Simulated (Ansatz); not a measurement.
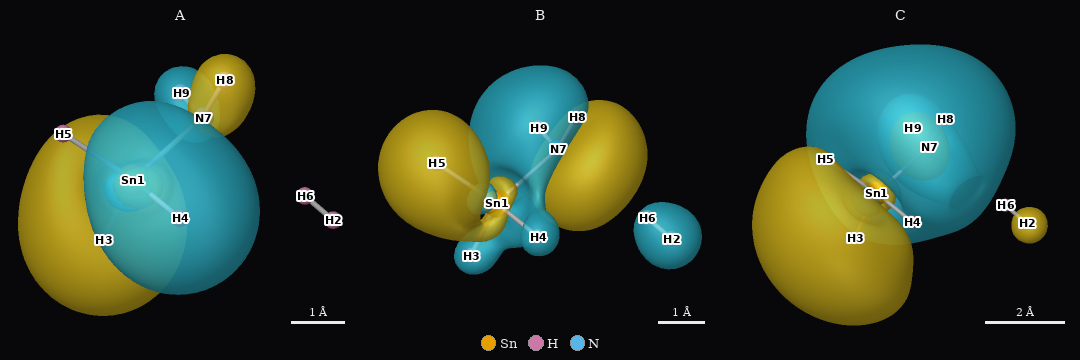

H5NSn···H2. Three frontier orbitals at ±0.05 Å⁻³ᐟ² (yellow and cyan are the two phases), in no order.

The product side of a reaction path; geometry: PBE0-D4/def2-TZVP; core potentials replace the inner electrons of Sn.

Theory: RKS PBE0-D4/def2-TZVPP in Ansatz.

```
atom    x (Å)    y (Å)    z (Å)
  Sn  -1.2769  -0.0174  -0.4814
   H   2.3598  -1.5522   1.5780
   H  -1.0163  -1.4268  -1.4026
   H  -1.9558  -0.3604   1.0432
   H  -2.2919   1.0651  -1.3429
   H   1.9871  -1.0189   1.2047
   N   0.5705   0.7483  -0.1060
   H   0.5413   1.5892   0.4573
   H   1.0824   0.9731  -0.9502
```

Question: Which picture is the HOMO−1, the HOMO and the LUMO?

Answer: A is the HOMO−1 (−9.16 eV). It lies mainly on Sn1 (about 40 %), H3 (about 25 %) and H4 (about 25 %). B is the HOMO (−7.29 eV). Its weight (Hirshfeld) is mainly on N7 (about 65 %), Sn1 (about 10 %) and H5 (about 10 %). C is the LUMO (−0.23 eV). It lies mainly on Sn1 (about 55 %), N7 (about 15 %), H8 (about 10 %) and H9 (about 10 %).

Question: What is the HOMO–LUMO gap?

Answer: 7.06 eV between the orbital energies.
